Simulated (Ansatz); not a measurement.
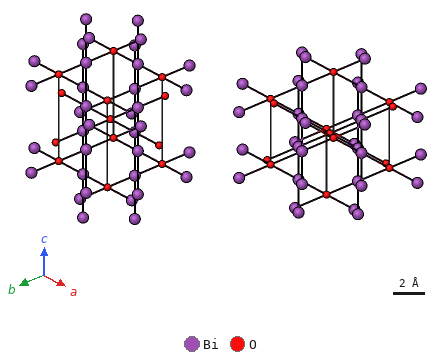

Two geometries of solid Bi₂O (a generated structure, set up in I4/mmm) (coarse preliminary run), drawn at one scale. One is the start of a relaxation, the other its converged end. Style: ball-and-stick. Shown: the conventional cell (2 times the calculation's cell), from a free direction. Lengths and directions refer to the drawn axes.

All numbers below come from DFT PBE, scalar-relativistic, plane waves, PAW in Ansatz. (plane-wave cutoff 420 eV; k-point mesh 6 × 6 × 6; occupations gaussian; smearing width 0.1 eV; no spin polarisation; cell and atoms relaxed; force threshold 0.04 eV/Å; at most 70 steps)

### Which of the two is the end point?

The left one is the relaxed one. Over 8 accepted moves (10 points after the start) the energy falls by 4.920 eV per cell of the calculation. All forces vanish by symmetry, so only the cell relaxes. Pressure: 15.92 GPa at the start and −0.09 GPa at the end. The SCF was repeated twice at an unchanged geometry on a basis and grid sized afresh for the cell, which shifted the energy by 0.168 eV per cell of the calculation at most. The atoms keep their places relative to the cell (all moves are under 0.005 Å). The volume changes by −0.1 %, with a = b 5.550 → 4.830 Å (−13.0 %), c 4.939 → 6.516 Å (+31.9 %). Some distances before and after: Bi–Bi 2.470 → 3.258 Å, Bi–O 2.775 → 2.415 Å. The space group stays I4/mmm (No. 139). The run took 52 s on 1 thread of Intel(R) Xeon(R) Processor @ 2.70GHz (shared host), peak memory 0.39 GiB.
